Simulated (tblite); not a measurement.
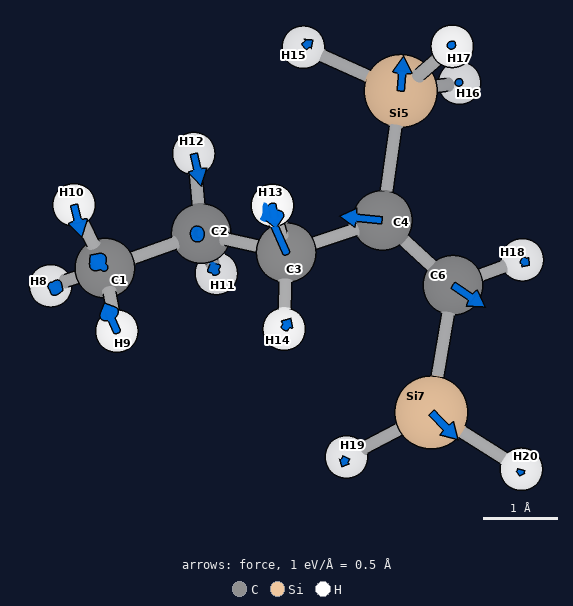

Starting geometry of C$_{5}$H$_{13}$Si$_{2}$ (multiplicity 2) with the computed forces as blue arrows. Style: ball-and-stick. Shown face on.

The calculation used GFN2-xTB geometry optimisation, gas phase (tblite). 

Is this structure relaxed? If not, where do the atoms go?

Answer. It isn't relaxed: the largest force vector, on C3, is 2.06 eV/Å. The final displacements have little in common with the starting forces (cosine between the two patterns 0.13). After 181 geometry steps the energy has fallen by 0.617 eV. H16 moves most after the best rigid fit: 1.05 Å. By element the largest moves are H 1.05 Å, Si 0.46 Å, C 0.31 Å. Among the contacts that change: C4–C6 1.319 → 1.365 Å, C3–H13 1.137 → 1.093 Å, C1–H9 1.126 → 1.088 Å, C4–Si5 1.834 → 1.869 Å. Among the angles between lasting bonds that change: C6–Si7–H19 115.7° → 127.1°, C4–C6–Si7 119.7° → 129.1°, Si7–C6–H18 122.4° → 114.3°. Groups turn about C4–Si5 by about 45°, C3–C4 by about 30°, C1–C2 by about 30°. The run took 1.3 s on 1 thread of Arm Neoverse V2 (shared host).
